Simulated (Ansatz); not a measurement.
# InF (SMILES [F][In]) at 6 levels

Aim: a comparison of 6 runs (CAM-B3LYP/STO-3G, HSE06/STO-3G, UPBE/STO-3G, RPA@PBE/STO-3G, CCSD/STO-3G, FCI/STO-3G) of InF. 

The results are computed with Ansatz 0.2.0.

39 further runs of the same task are left out: 3 that didn't finish, 36 set aside as unsound or not needed.

### Step 1. The system as given

InF has 2 atoms, charge 0, and is taken as a singlet. As SMILES, `[F][In]`. The In2–F1 distance was set to 2.492 Å, away from the relaxed value.

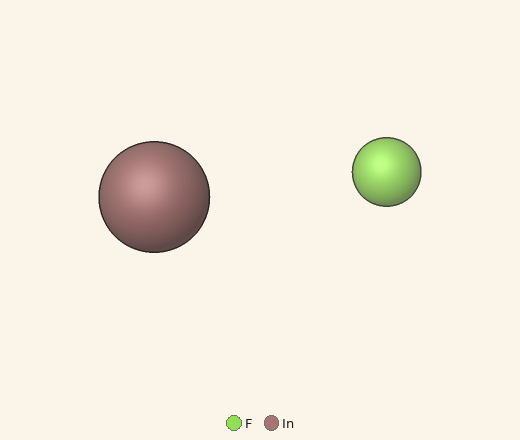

Viewed from a chosen angle; fluorine green, indium brown.

### Step 2. A single-point energy at CAM-B3LYP/STO-3G (run 1)

Contents of input.yaml:

```yaml
crystal:
  periodic: [false, false, false]
  atoms:
    - {symbol: F, position_ang: [0.000000, 0.000000, -0.482520]}
    - {symbol: In, position_ang: [-0.000000, -0.000000, 2.009580]}
basis:
  gaussian:
    orbitals: STO-3G
accuracy: high
hamiltonian:
  xc: {name: CAM-B3LYP}
```

The run is started by

```sh
$ ansatz run input.yaml --threads 1 --pin off --max-ram 3480MiB --events-out events.jsonl --progress --plain --runs-dir runs
```

Log:

```text
Warning: RAYON_NUM_THREADS=1 ignored (pool sized by the plan → 1); use --threads N
Functional definition: CAM-B3LYP
  name "CAM-B3LYP"
  parameter alpha = 0.19
  parameter beta = 0.46
  parameter omega = 0.33/bohr
  parameter ac = 0.81
  exchange = (1 - alpha - beta)*b88_x + beta*b88_x_sr(omega) + alpha*exact_x + beta*exact_x_lr(omega)
  correlation = (1 - ac)*vwn5_c + ac*lyp_c
557 factors; integrals over basis functions are off by at most 7.4e-9 eV
117 factors; integrals over basis functions are off by at most 9.4e-10 eV
mean field evaluation 1: about -157365.7405 eV, gradient 2.0e1 eV
mean field evaluation 2: about -157135.3404 eV, gradient 1.9e2 eV
mean field evaluation 4: about -157370.3389 eV, gradient 3.4e-1 eV
mean field evaluation 8: about -157370.3415 eV, gradient 4.5e-1 eV
mean field evaluation 16: about -157370.3228 eV, gradient 2.5e-6 eV
mean field -157370.32276042 eV, -5783.2526920096 hartree, gradient 2.4e-8 eV, S^2 0.000000; 0 other end points of the search recorded, 0 dependent functions left out
reference -157370.32277125 eV, -5783.2526924075 hartree; 29, 29 occupied and 3, 3 virtual orbitals, 557 factors
Total energy: -157370.32277125 eV, -5783.2526924075 hartree
```

Run time: 1.3 s. Hardware: 1 thread of Arm Neoverse V2, shared host; peak memory 0.11 GiB.

### Step 3. The energy at HSE06/STO-3G (run 2)

Contents of in.yaml:

```yaml
crystal:
  periodic: [false, false, false]
  atoms:
    - {symbol: F, position_ang: [0.000000, 0.000000, -0.482520]}
    - {symbol: In, position_ang: [-0.000000, -0.000000, 2.009580]}
basis:
  gaussian:
    orbitals: STO-3G
hamiltonian:
  xc: {name: HSE06}
accuracy: high
```

The run is started by

```sh
$ ansatz run in.yaml --threads 1 --pin off --max-ram 3480MiB --events-out events.jsonl --progress --plain --runs-dir runs
```

Log:

```text
Warning: RAYON_NUM_THREADS=1 ignored (pool sized by the plan → 1); use --threads N
Functional definition: HSE06
  name "HSE06"
  parameter a = 0.25
  parameter omega = 0.11/bohr
  exchange = pbe_x - a*pbe_x_sr(omega) + a*exact_x_sr(omega)
  correlation = pbe_c
557 factors; integrals over basis functions are off by at most 7.4e-9 eV
42 factors; integrals over basis functions are off by at most 8.9e-10 eV
mean field evaluation 1: about -157353.9084 eV, gradient 1.9e1 eV
mean field evaluation 2: about -157095.3002 eV, gradient 1.5e2 eV
mean field evaluation 4: about -157356.2172 eV, gradient 1.5e1 eV
mean field evaluation 8: about -157357.7157 eV, gradient 3.9e-1 eV
mean field evaluation 16: about -157357.7008 eV, gradient 4.7e-4 eV
mean field -157357.70079034 eV, -5782.7888431645 hartree, gradient 8.2e-9 eV, S^2 0.000000; 0 other end points of the search recorded, 0 dependent functions left out
reference -157357.70079183 eV, -5782.7888432191 hartree; 29, 29 occupied and 3, 3 virtual orbitals, 557 factors
Total energy: -157357.70079183 eV, -5782.7888432191 hartree
```

It took 1.3 s on 1 thread of Arm Neoverse V2, shared host; peak memory 0.1 GiB.

### Step 4. The energy at UPBE/STO-3G (run 3)

Edit in.yaml of step 3 so:

```diff
@@ -6,6 +6,5 @@
 basis:
-  gaussian:
-    orbitals: STO-3G
-hamiltonian:
-  xc: {name: HSE06}
+  gaussian: {orbitals: STO-3G}
+magnetization: {spin_polarized: true}
+hamiltonian: {xc: {name: PBE}}
 accuracy: high
```

The run is started by

```sh
$ ansatz run in.yaml --threads 1 --pin off --max-ram 3480MiB --events-out events.jsonl --progress --plain --runs-dir runs
```

Log:

```text
Warning: RAYON_NUM_THREADS=1 ignored (pool sized by the plan → 1); use --threads N
Functional definition: PBE
  name "PBE"
  parameter kappa = 0.804
  parameter beta = 0.06672455060314922
  exchange = pbe_x(kappa = kappa, mu = beta*pi^2/3)
  correlation = pbe_c(beta = beta)
557 factors; integrals over basis functions are off by at most 7.4e-9 eV
mean field evaluation 1: about -157344.8904 eV, gradient 1.4e1 eV
mean field evaluation 2: about -157074.6596 eV, gradient 9.5e1 eV
mean field evaluation 4: about -157343.6714 eV, gradient 1.6e1 eV
mean field evaluation 8: about -157348.2653 eV, gradient 2.3e-1 eV
mean field evaluation 16: about -157347.6563 eV, gradient 3.5e0 eV
mean field -157348.26574182 eV, -5782.4421115266 hartree, gradient 9.3e-9 eV, S^2 0.000000; 1 other end points of the search recorded, 0 dependent functions left out
reference -157348.26574331 eV, -5782.4421115814 hartree; 29, 29 occupied and 3, 3 virtual orbitals, 557 factors
Total energy: -157348.26574331 eV, -5782.4421115814 hartree
```

Wall time 1.8 s (1 thread of Arm Neoverse V2, shared host); peak memory 0.12 GiB.

Runs 4 to 5 aren't shown in full; the table further down has their settings and results.

### Step 5. A single-point energy at FCI/STO-3G (run 6)

Contents of in.yaml:

```yaml
crystal:
  periodic: [false, false, false]
  atoms:
    - symbol: F
      position_ang: [0.000000, 0.000000, -0.482520]
    - symbol: In
      position_ang: [-0.000000, -0.000000, 2.009580]
basis:
  gaussian: {orbitals: STO-3G}
total_charge: 0
correlation: {method: fci, frozen_orbitals: {F: 1, In: 18}}
accuracy: high
```

The run is started by

```sh
$ ansatz run in.yaml --threads 1 --pin off --max-ram 3480MiB --events-out events.jsonl --progress --plain --runs-dir runs
```

Log:

```text
Warning: RAYON_NUM_THREADS=1 ignored (pool sized by the plan → 1); use --threads N
Functional definition: HF
  name "HF"
  exchange = exact_x
  correlation = 0
557 factors; integrals over basis functions are off by at most 7.4e-9 eV
mean field evaluation 1: about -157299.2519 eV, gradient 1.6e1 eV
mean field evaluation 2: about -157299.2969 eV, gradient 1.6e1 eV
mean field evaluation 4: about -157302.9186 eV, gradient 3.5e0 eV
mean field evaluation 8: about -157303.1412 eV, gradient 8.0e-2 eV
mean field -157303.14123702 eV, -5780.7838165617 hartree, gradient 7.4e-9 eV, S^2 0.000000; 0 other end points of the search recorded, 0 dependent functions left out; unrestricted orbitals would lower it
mean field evaluation 16: about -157303.2563 eV, gradient 1.3e1 eV
19 core orbitals not correlated: weight in the atoms' cores, before any rotation towards them, 1.000 or more for the frozen orbitals, at most 0.000 for the correlated occupied ones
reference -157303.14123702 eV, -5780.7838165617 hartree; 10, 10 occupied and 3, 3 virtual orbitals, 557 factors
state -157305.67131341 eV, -5780.8767951542 hartree
Total energy: -157305.67131341 eV, -5780.8767951542 hartree
```

Run time: 0.86 s. Hardware: 1 thread of Arm Neoverse V2, shared host.

### Step 6. The series

```csv
run,level,frozen core orbitals,energy (Eh),wall time
1,CAM-B3LYP/STO-3G,–,-5783.252692,1.3 s
2,HSE06/STO-3G,–,-5782.788843,1.3 s
3,UPBE/STO-3G,–,-5782.442112,1.8 s
4,RPA@PBE/STO-3G,19,-5780.921333,1.6 s
5,CCSD/STO-3G,19,-5780.866127,0.46 s
6,FCI/STO-3G,19,-5780.876795,0.86 s
```

### Step 7. What came out

```
                                           quantity           value
                                run 6: total energy  -5780.87680 Eh
run 6: correlation energy (19 core orbitals frozen)       -93.0 mEh
```

**Reading.** Against full CI in this basis: CCSD +10.7 mEh. Totals of different functionals can't be ranked against each other. In run 5 the log says that unrestricted orbitals would lower the reference, so the values rest on an unstable closed-shell determinant (other closed-shell runs at this shape may share the fault). In runs 1, 2, 3, 4, 5, 6 the basis is minimal, so the values are rough. In runs 1, 2, 3, 4, 5, 6 relativity is left out where basis or elements ask for it. All runs together took 7.3 s, the longest 1.8 s.
